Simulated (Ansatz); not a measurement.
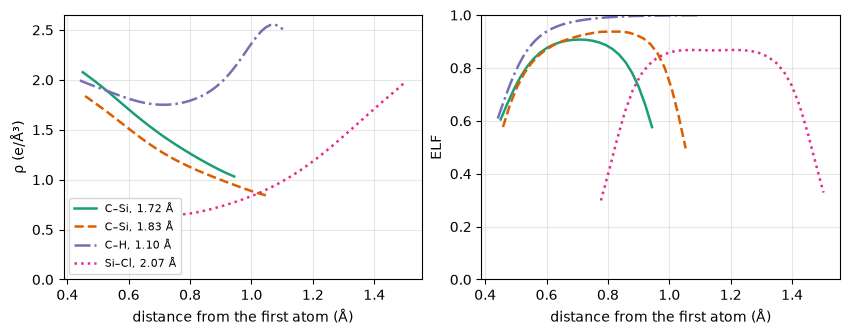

*CH2Cl2Si2. Electron density and electron localisation function along straight lines between neighbouring atoms. The curves leave out the atomic cores.*

Geometry: r2SCAN-D4/def2-SVP.

Computed with isolated molecule in a Gaussian basis; Kohn-Sham density functional theory, functional PBE0 in Ansatz.

```
atom    x (Å)    y (Å)    z (Å)
   C  -1.7806   0.3088  -1.7634
  Cl   0.8361   2.1243  -1.2844
  Cl   0.5118   0.2559  -4.0248
  Si  -2.4843  -0.9440  -0.8259
  Si   0.0337   0.3577  -2.0113
   H  -2.3287   1.1281  -2.2568
   H   0.7196  -0.7667  -1.3259
```

What kind of bonding do the profiles show?

Answer. C–Si (1.72 Å): the density is about 1.2 e/Å³ at the midpoint; the ELF peaks at about 0.90 between the atoms; localised, covalent bonding.
C–Si (1.83 Å): ρ is about 0.98 e/Å³ halfway; the ELF peaks at about 0.95 between the atoms; a shared electron pair.
C–H (1.10 Å): ρ is about 1.9 e/Å³ halfway; the ELF climbs to about 1 towards the hydrogen, as it does in any bond to H: a covalent bond by its length.
Si–Cl (2.07 Å): ρ is about 0.88 e/Å³ halfway; the ELF peaks at about 0.85 between the atoms (a shared but strongly polarised pair).
